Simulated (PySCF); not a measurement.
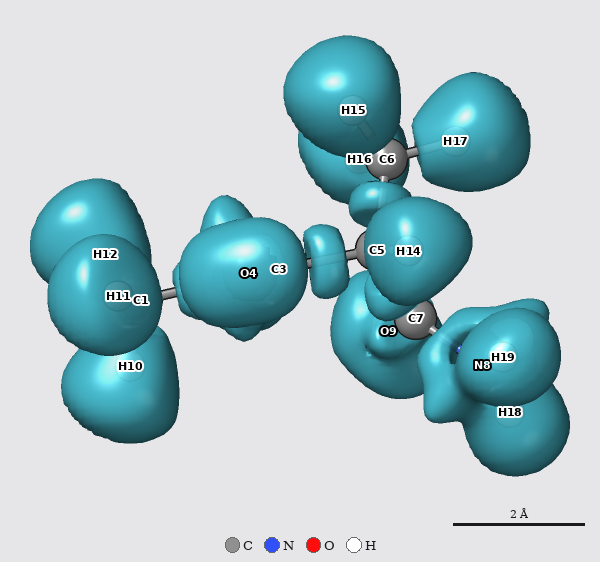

Figure. C$_{5}$H$_{10}$N$_{2}$O$_{2}$. Isosurface of the electron localisation function at 0.75 (cyan), seen across its widest extent. Only the valence region is drawn (cores and ρ < 0.01 e/Å³ removed).

Geometry: GFN2-xTB.

All numbers below come from PBE0/pcSseg-1, SCF density, gas phase, non-relativistic (PySCF).

| atom | x (Å) | y (Å) | z (Å) |
| --- | --- | --- | --- |
| C | 2.8127 | 0.3684 | -0.2277 |
| N | 1.4070 | 0.0499 | -0.2368 |
| C | 0.6616 | 0.0517 | 0.8783 |
| O | 1.0873 | 0.2431 | 1.9986 |
| C | -0.8221 | -0.2724 | 0.6273 |
| C | -0.9632 | -1.7290 | 0.1720 |
| C | -1.3792 | 0.6534 | -0.4384 |
| N | -2.4101 | 1.4296 | -0.0497 |
| O | -0.9336 | 0.6938 | -1.5698 |
| H | 3.0017 | 1.3215 | -0.7258 |
| H | 3.1317 | 0.4357 | 0.8113 |
| H | 3.3792 | -0.4157 | -0.7326 |
| H | 0.9205 | 0.0581 | -1.1264 |
| H | -1.3433 | -0.1315 | 1.5775 |
| H | -0.4731 | -2.3910 | 0.8816 |
| H | -0.5125 | -1.8648 | -0.8079 |
| H | -2.0150 | -2.0018 | 0.1094 |
| H | -2.8040 | 2.0790 | -0.7116 |
| H | -2.7554 | 1.4314 | 0.8930 |

Identify the bonds, lone pairs and shells in this picture.

At this value the surface marks out three regions between bonded C–C atoms (shared pairs), seven regions around hydrogen nuclei, two regions on O in which the atom's valence shell and bonds are merged and two joined regions spread over several atoms (H, N), in which their bonds and any lone pairs are merged.

Values along the shortest contacts:
C–O (1.21 Å): the ELF peaks at about 0.85 between the atoms: a short, multiple covalent bond. C–N (1.34 Å): the ELF peaks at about 0.90 between the atoms, as expected for a covalent bond.
